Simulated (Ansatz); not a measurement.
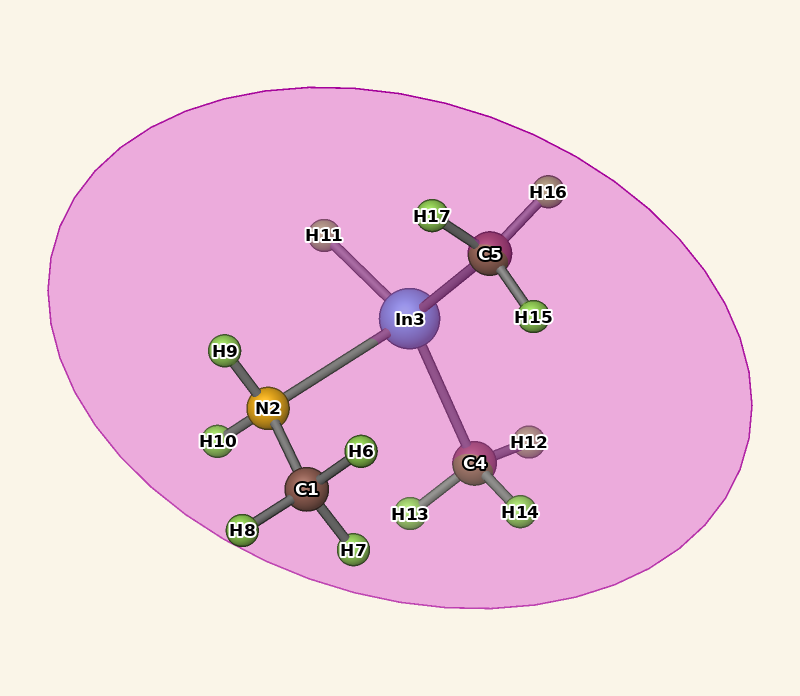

A disc through the centre of mass is drawn in. Atoms fade into the background with distance from the viewer. Computed geometry: PBE-D4/def2-SVP optimisation. No frequency run is at hand to confirm it as a minimum.

**Is the plane of the disc a mirror plane of the structure?**

No. The point group is Cs, with 1 mirror plane, and this plane isn't one of its mirror planes.
